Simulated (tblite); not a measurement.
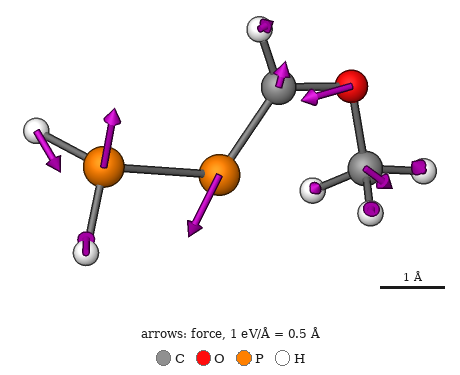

Starting geometry of C₂H₆OP₂ with the computed forces as purple arrows. The picture is a ball-and-stick view, seen at a tilt.

Theory: tblite 0.8.0, GFN2-xTB geometry optimisation, gas phase. 

What follows when this structure is relaxed?

Answer. It isn't relaxed: the largest force vector, on a P atom, is 2.24 eV/Å. The final displacements follow the starting forces only in part (cosine between the two patterns 0.43). The energy falls by 1.278 eV in 76 geometry steps. The atom that moves furthest after the best rigid fit is an H atom (0.70 Å). By element the largest moves are H 0.70 Å, P 0.48 Å, C 0.34 Å, O 0.33 Å. Some distances before and after: C–P 2.704 → 2.964 Å, H–P 1.470 → 1.395 Å, P–P 2.228 → 2.157 Å, H–P 1.447 → 1.394 Å. Among the angles between lasting bonds that change: H–P–H 112.7° → 91.2°, C–P–P 118.0° → 96.7°, P–P–H 106.6° → 94.9°. Groups turn about P–P by about 35°.
